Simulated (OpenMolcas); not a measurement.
**Multiconfigurational calculation: Mn³⁺ (part 2 of 2)**

The same run, continued: Mn³⁺, among 3 point charges of −2 e at 2.12 Å, trigonal planar (D3h), whose field is part of the energies. Method: state-averaged CASSCF, active space 4 electrons in the shell 3d, basis ANO-RCC-VTZP, DKH2 scalar Hamiltonian, spin-orbit coupling by RASSI with atomic mean-field integrals (OpenMolcas).

**Output (extracts), continued**
```
--- RASSI ---
SPIN-FREE ENERGIES:
  (Shifted by EMIN (a.u.) =      -1159.9244005711)

 SF State       Relative EMIN(au)   Rel lowest level(eV)    D:o, cm**(-1)      L_eff

     1             0.0000000000        0.0000000000              0.0000         2.0
     2             0.0000000010        0.0000000259              0.0002         2.0
     3             0.0261538089        0.7116813954           5740.0976         2.0
     4             0.0261538094        0.7116814091           5740.0977         2.0
     5             0.0326384106        0.8881363986           7163.3031         2.0
     6             0.1125624784        3.0629810755          24704.6084         4.8
     7             0.1125624793        3.0629811006          24704.6086         4.8
     8             0.1125909379        3.0637554990          24710.8546         4.7
     9             0.1126207992        3.0645680656          24717.4084         4.7
    10             0.1128961830        3.0720616417          24777.8481         4.8
    11             0.1128961830        3.0720616417          24777.8481         4.8
    12             0.1131692339        3.0794917354          24837.7759         4.8
    13             0.1166037188        3.1729488291          25591.5582         4.8
    14             0.1166037188        3.1729488291          25591.5582         4.8
    15             0.1281232137        3.4864102546          28119.7951         1.4
    16             0.1292651743        3.5174845847          28370.4265         2.2
    17             0.1292651743        3.5174845847          28370.4265         2.2
    18             0.1322150140        3.5977538141          29017.8415         3.3
    19             0.1322696421        3.5992403195          29029.8309         3.3
    20             0.1331980565        3.6245037637          29233.5944         5.0
    21             0.1331980565        3.6245037637          29233.5944         5.0
    22             0.1343602147        3.6561276975          29488.6586         3.1
    23             0.1343602147        3.6561276975          29488.6586         3.1
    24             0.1447454527        3.9387244197          31767.9549         3.0
    25             0.1448615043        3.9418823454          31793.4253         2.7
    26             0.1448615043        3.9418823454          31793.4253         2.7
    27             0.1459238371        3.9707898939          32026.5804         3.8
    28             0.1478692590        4.0237275192          32453.5511         3.7
    29             0.1478692595        4.0237275335          32453.5512         3.7
    30             0.1515466700        4.1237949712          33260.6495         4.0
    31             0.1515466704        4.1237949838          33260.6496         4.0
    32             0.1558483428        4.2408494525          34204.7576         4.3
    33             0.1558483428        4.2408494525          34204.7576         4.3
    34             0.1584654517        4.3120646127          34779.1466         4.1
    35             0.1585301877        4.3138261687          34793.3545         4.1
    51             0.1596791971        4.3450923077          35045.5329         5.9
    52             0.1608240376        4.3762450058          35296.7964         5.9
    53             0.1608240376        4.3762450058          35296.7964         5.9
    54             0.1640316048        4.4635273538          36000.7760         5.9
    55             0.1640316057        4.4635273786          36000.7762         5.9
Eigenvalues of complex Hamiltonian:
   -----------------------------------
  (Shifted by EMIN (a.u.) =      -1159.9244005711)

 SO State       Relative EMIN(au)   Rel lowest level(eV)    D:o, cm**(-1)     J-value

     1            -0.0018687228        0.0000000000              0.0000         1.5
     2            -0.0018682375        0.0000132036              0.1065         1.5
     3            -0.0009861949        0.0240148053            193.6925         2.1
     4            -0.0009861949        0.0240148054            193.6925         2.1
     5            -0.0001036513        0.0480300400            387.3884         2.3
     6            -0.0001036504        0.0480300659            387.3886         2.3
     7             0.0007792475        0.0720549427            581.1623         2.1
     8             0.0007792646        0.0720554067            581.1660         2.1
     9             0.0016626374        0.0960932063            775.0440         1.6
    10             0.0016626374        0.0960932063            775.0440         1.6
    11             0.0250374443        0.7321541049           5905.2211         1.8
    12             0.0250374443        0.7321541043           5905.2211         1.8
    13             0.0252044936        0.7366997469           5941.8842         2.1
    14             0.0256939713        0.7500191140           6049.3121         2.7
    15             0.0259213368        0.7562060456           6099.2131         2.7
    16             0.0259213373        0.7562060580           6099.2132         2.7
    17             0.0263670420        0.7683343001           6197.0341         2.5
    18             0.0263670420        0.7683343001           6197.0341         2.5
    19             0.0269581725        0.7844197800           6326.7722         2.2
    20             0.0269581724        0.7844197789           6326.7722         2.2
    21             0.0327382519        0.9417037553           7595.3530         2.6
    22             0.0327382519        0.9417037553           7595.3530         2.6
    23             0.0329195801        0.9466379458           7635.1499         3.3
    24             0.0329195801        0.9466379452           7635.1499         3.3
    25             0.0329772862        0.9482082093           7647.8150         3.5
    26             0.1107787129        3.0652928811          24723.2544         3.6
    27             0.1107787130        3.0652928837          24723.2544         3.6
    28             0.1109339902        3.0695181907          24757.3338         4.0
    29             0.1109339902        3.0695181909          24757.3338         4.0
    30             0.1113844402        3.0817755606          24856.1962         3.9
    31             0.1120995261        3.1012340407          25013.1394         4.8
    32             0.1122703892        3.1058834603          25050.6395         4.3
    33             0.1122703898        3.1058834777          25050.6397         4.3
    34             0.1123556982        3.1082048370          25069.3627         4.5
    35             0.1123556982        3.1082048367          25069.3627         4.5
    36             0.1124213411        3.1099910728          25083.7696         3.9
    37             0.1124488287        3.1107390480          25089.8025         3.9
    38             0.1136731511        3.1440545564          25358.5102         5.7
    39             0.1136734226        3.1440619439          25358.5698         5.6
    40             0.1136734226        3.1440619440          25358.5698         5.6
    41             0.1137202566        3.1453363640          25368.8486         5.2
Weights of the five most important spin-orbit-free states for each spin-orbit state.

 SO State  Total energy (au)           Spin-free states, spin, and weights
 -------------------------------------------------------------------------------------------------------
    1        -0.001869       1 2.0  0.4991    2 2.0  0.4991    3 2.0  0.0005    4 2.0  0.0005   16 1.0  0.0003
    2        -0.001868       1 2.0  0.4991    2 2.0  0.4991    3 2.0  0.0005    4 2.0  0.0005   16 1.0  0.0003
    3        -0.000986       1 2.0  0.4990    2 2.0  0.4990    3 2.0  0.0015   16 1.0  0.0003   23 1.0  0.0001
    4        -0.000986       1 2.0  0.4990    2 2.0  0.4990    4 2.0  0.0015   17 1.0  0.0003   23 1.0  0.0001
    5        -0.000104       1 2.0  0.9980    3 2.0  0.0008    4 2.0  0.0008   23 1.0  0.0002   16 1.0  0.0000
    6        -0.000104       2 2.0  0.9980    3 2.0  0.0008    4 2.0  0.0008   22 1.0  0.0002   17 1.0  0.0000
    7         0.000779       2 2.0  0.4992    1 2.0  0.4992    3 2.0  0.0005    4 2.0  0.0005   18 1.0  0.0003
    8         0.000779       2 2.0  0.4992    1 2.0  0.4992    3 2.0  0.0005    4 2.0  0.0005   19 1.0  0.0003
    9         0.001663       2 2.0  0.4997    1 2.0  0.4997   18 1.0  0.0003   19 1.0  0.0003    8 1.0  0.0000
   10         0.001663       2 2.0  0.4997    1 2.0  0.4997   18 1.0  0.0003   19 1.0  0.0003    8 1.0  0.0000
   11         0.025037       4 2.0  0.5091    3 2.0  0.4611    5 2.0  0.0290   15 1.0  0.0006   38 1.0  0.0001
   12         0.025037       3 2.0  0.5091    4 2.0  0.4611    5 2.0  0.0290   15 1.0  0.0006   38 1.0  0.0001
```

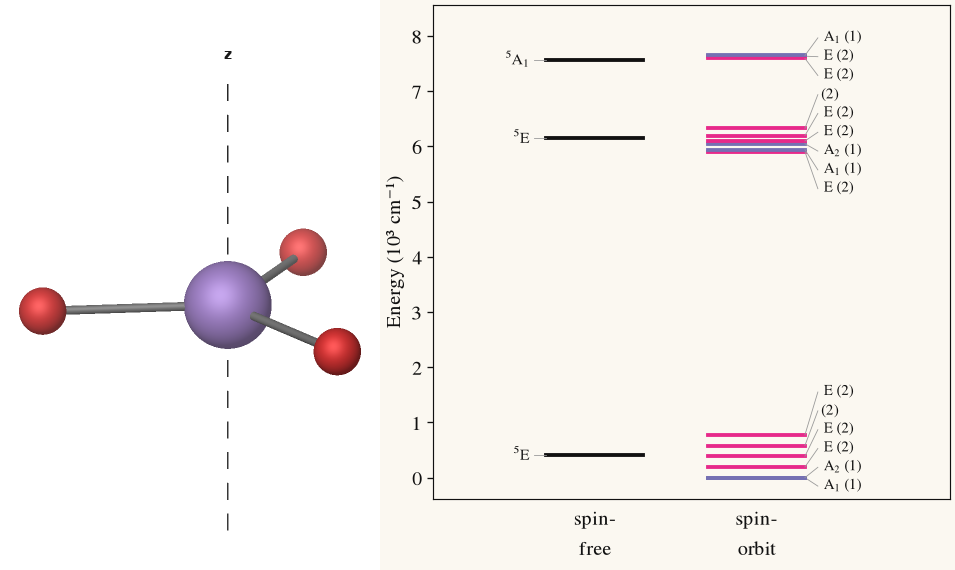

Fig. 2: Mn³⁺ (3d⁴) among 3 point charges of −2 e at 2.12 Å, arranged as: trigonal planar (D3h), with its levels. Labels give the representation in O, Td, D4 or D3 as the site allows (double group for half-integer spin) where it could be assigned and, in brackets, the degeneracy; spin-free states, where drawn, share the zero of the spin-orbit levels. The ground level is A₁, non-degenerate, 100 % from states of spin multiplicity 5. The next level lies only 0.11 cm⁻¹ higher, so the two form a quasi-doublet; the first real gap is 194 cm⁻¹. The lowest spin-free state is ⁵E, from the free-ion D term; of the same spin there follow at 5,740 cm⁻¹ (⁵E) and 7,160 cm⁻¹ (⁵A₁) above it.

**Key numbers**

| quantity | value |
| --- | --- |
| outcome | converged |
| energy of the lowest spin-free term | −1159.92440 hartree |
| energy of the lowest spin-orbit level | −1159.92627 hartree |
| largest spread among components of a term | 0.0 cm⁻¹ |
| hardware | 1 thread of Arm Neoverse V2, 24 GiB of memory available, shared host |
| wall time | 22 s |

**Remarks**

Without dynamic correlation the splittings between terms come out too large, often by 20 to 50 %. To bear in mind: point charges lack covalency, field too small at true ligand charges; small active space favours high spin, ground spin may be wrong.
